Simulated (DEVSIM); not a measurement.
Device: abrupt GaSb n-p junction, at 350 K.

```
layer (left to right)  material  thickness (μm)  Nd (cm⁻³)  Na (cm⁻³)  τn (s)  τp (s)
---------------------  --------  --------------  ---------  ---------  ------  ------
1                          GaSb            49.0       1e15          -  5.2e-9  5.2e-9
2                          GaSb           0.490          -     7.3e17  5.2e-9  5.2e-9
```

Left contact: ohmic. Right contact: ohmic. Voltage is applied to the left contact. Recombination: SRH at mid-gap, Auger. Mobility is constant in doping.

Constants are typed, rounded textbook-type inputs, not results; the design itself was drawn at random and stands for no fabricated device. Values at 300 K; Nc and Nv go as T^1.5, mobilities as T to minus their exponent, the gap by Varshni's rule with the affinity fixed.

| parameter | GaSb |
|---|---|
| gap (eV) | 0.726 |
| affinity (eV) | 4.06 |
| permittivity | 15.7 |
| Nc (cm⁻³) | 2.1e17 |
| Nv (cm⁻³) | 1.8e19 |
| μn (cm²/Vs) | 5000 |
| μp (cm²/Vs) | 850 |
| T exponent of μn | 2 |
| T exponent of μp | 1.7 |
| Cn (cm⁶/s) | 5e-30 |
| Cp (cm⁶/s) | 5e-30 |
| Varshni α (eV/K) | 0.00042 |
| Varshni β (K) | 140 |

DEVSIM, 1D drift-diffusion, Boltzmann statistics, complete ionisation; no tunnelling, impact ionisation, image-force lowering or self-heating.

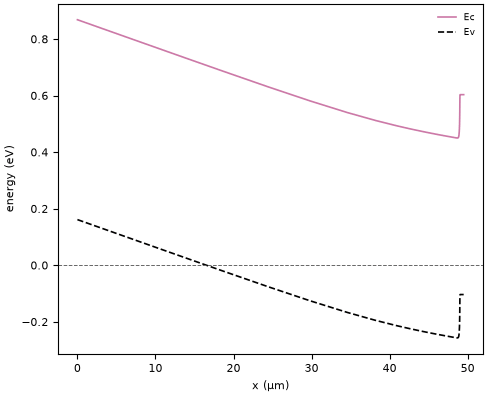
Figure: Band edges at -0.7 V on the left contact

Energies count from the Fermi level of the right contact; mesh points crowd at the junctions.

```json
[
 {"x (μm)": "0.000", "Ec (eV)": "0.868", "Ev (eV)": "0.161", "n (cm⁻³)": "1.0e15", "p (cm⁻³)": "4.0e11", "field (V/cm)": "-98"},
 {"x (μm)": "0.03028", "Ec (eV)": "0.868", "Ev (eV)": "0.161", "n (cm⁻³)": "1.0e15", "p (cm⁻³)": "4.1e11", "field (V/cm)": "-98"},
 {"x (μm)": "0.1039", "Ec (eV)": "0.867", "Ev (eV)": "0.160", "n (cm⁻³)": "1.0e15", "p (cm⁻³)": "4.4e11", "field (V/cm)": "-98"},
 {"x (μm)": "0.2651", "Ec (eV)": "0.866", "Ev (eV)": "0.159", "n (cm⁻³)": "1.0e15", "p (cm⁻³)": "4.9e11", "field (V/cm)": "-98"},
 {"x (μm)": "0.8454", "Ec (eV)": "0.860", "Ev (eV)": "0.153", "n (cm⁻³)": "1.0e15", "p (cm⁻³)": "6.8e11", "field (V/cm)": "-98"},
 {"x (μm)": "2.023", "Ec (eV)": "0.848", "Ev (eV)": "0.142", "n (cm⁻³)": "1.0e15", "p (cm⁻³)": "1.0e12", "field (V/cm)": "-98"},
 {"x (μm)": "4.604", "Ec (eV)": "0.823", "Ev (eV)": "0.116", "n (cm⁻³)": "1.0e15", "p (cm⁻³)": "1.6e12", "field (V/cm)": "-98"},
 {"x (μm)": "13.89", "Ec (eV)": "0.732", "Ev (eV)": "0.026", "n (cm⁻³)": "1.0e15", "p (cm⁻³)": "7.5e12", "field (V/cm)": "-97"},
 {"x (μm)": "29.82", "Ec (eV)": "0.581", "Ev (eV)": "-0.126", "n (cm⁻³)": "1.1e15", "p (cm⁻³)": "1.3e14", "field (V/cm)": "-90"},
 {"x (μm)": "40.87", "Ec (eV)": "0.493", "Ev (eV)": "-0.213", "n (cm⁻³)": "2.0e15", "p (cm⁻³)": "1.0e15", "field (V/cm)": "-66"},
 {"x (μm)": "45.42", "Ec (eV)": "0.466", "Ev (eV)": "-0.241", "n (cm⁻³)": "3.3e15", "p (cm⁻³)": "2.3e15", "field (V/cm)": "-54"},
 {"x (μm)": "47.83", "Ec (eV)": "0.454", "Ev (eV)": "-0.253", "n (cm⁻³)": "4.6e15", "p (cm⁻³)": "3.6e15", "field (V/cm)": "-49"},
 {"x (μm)": "48.52", "Ec (eV)": "0.451", "Ev (eV)": "-0.256", "n (cm⁻³)": "5.0e15", "p (cm⁻³)": "4.0e15", "field (V/cm)": "-46"},
 {"x (μm)": "48.80", "Ec (eV)": "0.451", "Ev (eV)": "-0.256", "n (cm⁻³)": "4.9e15", "p (cm⁻³)": "4.6e15", "field (V/cm)": "360"},
 {"x (μm)": "48.95", "Ec (eV)": "0.487", "Ev (eV)": "-0.220", "n (cm⁻³)": "1.5e15", "p (cm⁻³)": "1.5e16", "field (V/cm)": "7600"},
 {"x (μm)": "48.99", "Ec (eV)": "0.545", "Ev (eV)": "-0.162", "n (cm⁻³)": "2.2e14", "p (cm⁻³)": "1.0e17", "field (V/cm)": "26000"},
 {"x (μm)": "49.02", "Ec (eV)": "0.601", "Ev (eV)": "-0.106", "n (cm⁻³)": "3.3e13", "p (cm⁻³)": "6.8e17", "field (V/cm)": "3500"},
 {"x (μm)": "49.06", "Ec (eV)": "0.603", "Ev (eV)": "-0.104", "n (cm⁻³)": "2.7e13", "p (cm⁻³)": "7.3e17", "field (V/cm)": "≈ 0"},
 {"x (μm)": "49.22", "Ec (eV)": "0.603", "Ev (eV)": "-0.104", "n (cm⁻³)": "1.8e13", "p (cm⁻³)": "7.3e17", "field (V/cm)": "≈ 0"},
 {"x (μm)": "49.37", "Ec (eV)": "0.603", "Ev (eV)": "-0.104", "n (cm⁻³)": "7.6e12", "p (cm⁻³)": "7.3e17", "field (V/cm)": "≈ 0"},
 {"x (μm)": "49.45", "Ec (eV)": "0.603", "Ev (eV)": "-0.104", "n (cm⁻³)": "2.8e12", "p (cm⁻³)": "7.3e17", "field (V/cm)": "≈ 0"},
 {"x (μm)": "49.49", "Ec (eV)": "0.603", "Ev (eV)": "-0.104", "n (cm⁻³)": "5.4e8", "p (cm⁻³)": "7.3e17", "field (V/cm)": "≈ 0"}
]
```
